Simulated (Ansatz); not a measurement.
# doublet HBr+ at 6 levels

Aim: a comparison of 6 runs (U-revPBE/cc-pVTZ, U-wB97X/cc-pVTZ, UHSE06/cc-pVTZ, UPBE0/cc-pVTZ, UMP2/cc-pVTZ, UCCSD/cc-pVTZ) of doublet HBr+. 

The calculation is run with Ansatz 0.2.0.

30 further runs of the same task are left out: 30 set aside as unsound or not needed.

## 1. Starting point

HBr+: 2 atoms, total charge +1, spin state doublet. As SMILES of the parent species, `Br`. The shape is that of a PBE0-D4/def2-TZVP optimisation. That shape belongs to the parent species and isn't relaxed for this state.

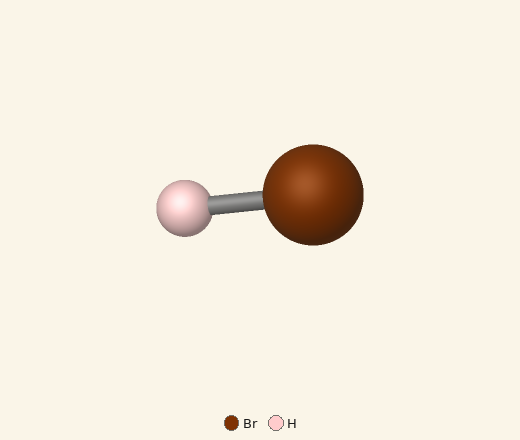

The structure, seen from a chosen angle (bromine brown, hydrogen pink).

## 2. The energy at U-revPBE/cc-pVTZ (run 1)

Input file molecule.yaml:

```yaml
crystal:
  periodic: [false, false, false]
  atoms:
    - {symbol: Br, position_ang: [-0.603220, 0.217960, -0.305050]}
    - {symbol: H, position_ang: [0.603220, -0.217960, 0.305050]}
basis:
  gaussian:
    orbitals: cc-pVTZ
total_charge: 1
magnetization:
  spin_polarized: true
  initial_magnetization: 1
hamiltonian:
  xc: {name: revPBE}
accuracy: high
output:
  orbitals: {seedname: orbitals}
```

The run is started by

```bash
$ ansatz run molecule.yaml --threads 1 --pin off --max-ram 3480MiB --events-out events.jsonl --progress --plain --runs-dir runs
```

The program printed:

```text
Warning: RAYON_NUM_THREADS=1 ignored (pool sized by the plan → 1); use --threads N
Functional definition: revPBE
  name "revPBE"
  parameter kappa = 1.245
  parameter beta = 0.06672455060314922
  exchange = pbe_x(kappa = kappa, mu = beta*pi^2/3)
  correlation = pbe_c(beta = beta)
735 factors; integrals over basis functions are off by at most 4.3e-9 eV
mean field evaluation 1: about -70045.6591 eV, gradient 1.2e1 eV
mean field evaluation 2: about -70046.0356 eV, gradient 1.1e1 eV
mean field evaluation 4: about -70046.3777 eV, gradient 3.7e-1 eV
mean field evaluation 8: about -70046.3755 eV, gradient 1.3e-3 eV
mean field evaluation 16: about -70046.3755 eV, gradient 1.6e-7 eV
mean field evaluation 32: about -70046.3755 eV, gradient 8.8e-9 eV
mean field -70046.37547017 eV, -2574.1568193900 hartree, gradient 8.8e-9 eV, S^2 0.752966; 1 other end points of the search recorded, 0 dependent functions left out
reference -70046.37547285 eV, -2574.1568194887 hartree; 18, 17 occupied and 39, 40 virtual orbitals, 735 factors
Total energy: -70046.37547285 eV, -2574.1568194887 hartree
```

Run time: 3.3 s. Hardware: 1 thread of Arm Neoverse V2, shared host; peak memory 0.12 GiB.

## 3. A single-point energy at U-wB97X/cc-pVTZ (run 2)

Input file in.yaml:

```yaml
crystal:
  periodic: [false, false, false]
  atoms:
    - {symbol: Br, position_ang: [-0.603220, 0.217960, -0.305050]}
    - {symbol: H, position_ang: [0.603220, -0.217960, 0.305050]}
basis:
  gaussian:
    orbitals: cc-pVTZ
total_charge: 1
magnetization:
  spin_polarized: true
  initial_magnetization: 1
hamiltonian:
  xc: {name: wB97X}
accuracy: high
output:
  orbitals: {seedname: orbitals}
```

The run is started by

```bash
$ ansatz run in.yaml --threads 1 --pin off --max-ram 3480MiB --events-out events.jsonl --progress --plain --runs-dir runs
```

The program printed:

```text
Warning: RAYON_NUM_THREADS=1 ignored (pool sized by the plan → 1); use --threads N
Functional definition: wB97X
  name "wB97X"
  parameter omega = 0.3/bohr
  parameter cx = 0.157706
  parameter cx1 = 0.726479
  parameter cx2 = 1.04760
  parameter cx3 = -5.70635
  parameter cx4 = 13.2794
  parameter css1 = -4.33879
  parameter css2 = 18.2308
  parameter css3 = -31.7430
  parameter css4 = 17.2901
  parameter cos1 = 2.37031
  parameter cos2 = -11.3995
  parameter cos3 = 6.58405
  parameter cos4 = -3.78132
  exchange = spin_sum(e_x_unif_sr(omega)*poly(b97_u_x, 1 - cx, cx1, cx2, cx3, cx4)) + cx*exact_x_sr(omega)
      + exact_x_lr(omega)
  correlation = spin_sum(e_c_pw_same_spin*poly(b97_u_same, 1, css1, css2, css3, css4))
      + integral(e_c_pw_opposite_spin*poly(b97_u_opposite, 1, cos1, cos2, cos3, cos4))
735 factors; integrals over basis functions are off by at most 4.3e-9 eV
159 factors; integrals over basis functions are off by at most 2.1e-9 eV
mean field evaluation 1: about -70052.6975 eV, gradient 8.9e0 eV
mean field evaluation 2: about -70052.9986 eV, gradient 5.3e0 eV
mean field evaluation 4: about -70053.0616 eV, gradient 6.5e-1 eV
mean field evaluation 8: about -70053.0730 eV, gradient 2.4e-2 eV
mean field evaluation 16: about -70053.0730 eV, gradient 3.4e-5 eV
mean field -70053.07298345 eV, -2574.4029484633 hartree, gradient 9.5e-8 eV, S^2 0.752764; 0 other end points of the search recorded, 0 dependent functions left out
reference -70053.07298181 eV, -2574.4029484033 hartree; 18, 17 occupied and 39, 40 virtual orbitals, 735 factors
Total energy: -70053.07298181 eV, -2574.4029484033 hartree
```

Wall time 14 s (1 thread of Arm Neoverse V2, shared host); peak memory 0.29 GiB.

## 4. A single-point energy at UHSE06/cc-pVTZ (run 3)

Input file job.yaml:

```yaml
crystal:
  periodic: [false, false, false]
  atoms:
    - {symbol: Br, position_ang: [-0.603220, 0.217960, -0.305050]}
    - {symbol: H, position_ang: [0.603220, -0.217960, 0.305050]}
basis:
  gaussian:
    orbitals: cc-pVTZ
total_charge: 1
magnetization:
  spin_polarized: true
  initial_magnetization: 1
hamiltonian:
  xc: {name: HSE06}
accuracy: high
output: {orbitals: {seedname: orbitals}}
```

The run is started by

```bash
$ ansatz run job.yaml --threads 1 --pin off --max-ram 3480MiB --events-out events.jsonl --progress --plain --runs-dir runs
```

The program printed:

```text
Warning: RAYON_NUM_THREADS=1 ignored (pool sized by the plan → 1); use --threads N
Functional definition: HSE06
  name "HSE06"
  parameter a = 0.25
  parameter omega = 0.11/bohr
  exchange = pbe_x - a*pbe_x_sr(omega) + a*exact_x_sr(omega)
  correlation = pbe_c
735 factors; integrals over basis functions are off by at most 4.3e-9 eV
53 factors; integrals over basis functions are off by at most 1.1e-9 eV
mean field evaluation 1: about -70043.7115 eV, gradient 1.1e1 eV
mean field evaluation 2: about -70044.0458 eV, gradient 8.8e0 eV
mean field evaluation 4: about -70044.2356 eV, gradient 7.1e-1 eV
mean field evaluation 8: about -70044.2471 eV, gradient 1.0e-2 eV
mean field evaluation 16: about -70044.2471 eV, gradient 1.5e-6 eV
mean field -70044.24707902 eV, -2574.0786024581 hartree, gradient 2.7e-8 eV, S^2 0.753755; 0 other end points of the search recorded, 0 dependent functions left out
reference -70044.24708118 eV, -2574.0786025376 hartree; 18, 17 occupied and 39, 40 virtual orbitals, 735 factors
Total energy: -70044.24708118 eV, -2574.0786025376 hartree
```

Wall time 3.9 s (1 thread of Arm Neoverse V2, shared host); peak memory 0.15 GiB.

Runs 4 to 5 aren't shown in full; the table further down has their settings and results.

## 5. A single-point energy at UCCSD/cc-pVTZ (run 6)

Input file input.yaml:

```yaml
crystal:
  periodic: [false, false, false]
  atoms:
    - {symbol: Br, position_ang: [-0.603220, 0.217960, -0.305050]}
    - {symbol: H, position_ang: [0.603220, -0.217960, 0.305050]}
basis:
  gaussian:
    orbitals: cc-pVTZ
total_charge: 1
magnetization:
  spin_polarized: true
  initial_magnetization: 1
correlation:
  method: ccsd
  frozen_orbitals: {Br: 9, H: 0}
accuracy: high
scf:
  omitted_lower_state_checks: [cluster_reference, increment]
```

The run is started by

```bash
$ ansatz run input.yaml --threads 1 --pin off --max-ram 3480MiB --events-out events.jsonl --progress --plain --runs-dir runs
```

The program printed:

```text
Warning: RAYON_NUM_THREADS=1 ignored (pool sized by the plan → 1); use --threads N
Functional definition: HF
  name "HF"
  exchange = exact_x
  correlation = 0
these checks for a lower state are left out or cut short: cluster_reference, increment
735 factors; integrals over basis functions are off by at most 4.3e-9 eV
mean field evaluation 1: about -70005.0595 eV, gradient 9.3e0 eV
mean field evaluation 2: about -70005.0688 eV, gradient 9.3e0 eV
mean field evaluation 4: about -70005.5281 eV, gradient 1.1e0 eV
mean field evaluation 8: about -70005.5392 eV, gradient 1.1e-3 eV
mean field evaluation 16: about -70005.5392 eV, gradient 4.5e-2 eV
mean field -70005.53921719 eV, -2572.6561147730 hartree, gradient 8.0e-8 eV, S^2 0.760149; 2 other end points of the search recorded, 0 dependent functions left out
9 core orbitals not correlated: weight in the atoms' cores, before any rotation towards them, 1.000 or more for the frozen orbitals, at most 0.000 for the correlated occupied ones
reference -70005.53921719 eV, -2572.6561147730 hartree; 9, 8 occupied and 39, 40 virtual orbitals, 735 factors
second order -5.43597456 eV of doubles, -0.00000000 eV of singles
cycle   1  -5.74937103 eV  change   -3.1e-1 eV  update   4.4e-2
cycle   2  -5.91963186 eV  change   -1.7e-1 eV  update   1.4e-2
cycle   3  -5.92520840 eV  change   -5.6e-3 eV  update   4.0e-3
cycle   4  -5.92591818 eV  change   -7.1e-4 eV  update   1.2e-3
cycle   5  -5.92585002 eV  change    6.8e-5 eV  update   3.5e-4
cycle   6  -5.92582339 eV  change    2.7e-5 eV  update   1.4e-4
cycle   7  -5.92587769 eV  change   -5.4e-5 eV  update   5.1e-5
cycle   8  -5.92587394 eV  change    3.7e-6 eV  update   1.5e-5
cycle   9  -5.92587124 eV  change    2.7e-6 eV  update   4.2e-6
cycle  10  -5.92587196 eV  change   -7.1e-7 eV  update   1.3e-6
cycle  11  -5.92587203 eV  change   -7.4e-8 eV  update   4.2e-7
cycle  12  -5.92587194 eV  change    9.0e-8 eV  update   1.0e-7
cycle  13  -5.92587190 eV  change    4.2e-8 eV  update   3.0e-8
cycle  14  -5.92587190 eV  change    2.7e-9 eV  update   1.3e-8
cycle  15  -5.92587181 eV  change    9.3e-8 eV  update   3.8e-8
cycle  16  -5.92587180 eV  change    5.6e-9 eV  update   1.0e-8
cycle  17  -5.92587180 eV  change    2.1e-9 eV  update   2.2e-9
cycle  18  -5.92587180 eV  change  -3.5e-10 eV  update  5.6e-10
Total energy: -70011.46508899 eV, -2572.8738865449 hartree
Checks for a lower state left out: cluster_reference, increment
```

Run time: 2.3 s. Hardware: 1 thread of Arm Neoverse V2, shared host; peak memory 0.19 GiB.

## 6. The series

```tsv
run	level	frozen core orbitals	energy (Eh)	HOMO energy (eV)	LUMO energy (eV)	⟨S²⟩	wall time
1	U-revPBE/cc-pVTZ	–	-2574.156819	-16.21	-15.85	0.753	3.3 s
2	U-wB97X/cc-pVTZ	–	-2574.402948	-20.07	-12.48	0.753	14 s
3	UHSE06/cc-pVTZ	–	-2574.078603	-17.22	-15.05	0.754	3.9 s
4	UPBE0/cc-pVTZ	–	-2574.074211	-17.63	-14.66	0.754	3.3 s
5	UMP2/cc-pVTZ	9	-2572.855883	–	–	0.760	0.9 s
6	UCCSD/cc-pVTZ	9	-2572.873887	–	–	0.760	2.3 s
```

## 7. Summary of results

| quantity | value |
| --- | --- |
| run 6: total energy | -2572.87389 Eh |
| run 6: correlation energy (9 core orbitals frozen) | -217.8 mEh |
| run 6: ⟨S²⟩ of the reference determinant | 0.760 |
| run 6: T1 diagnostic | 0.006 |

In words: Totals of different functionals can't be ranked against each other. All runs together took 28 s, the longest 14 s.
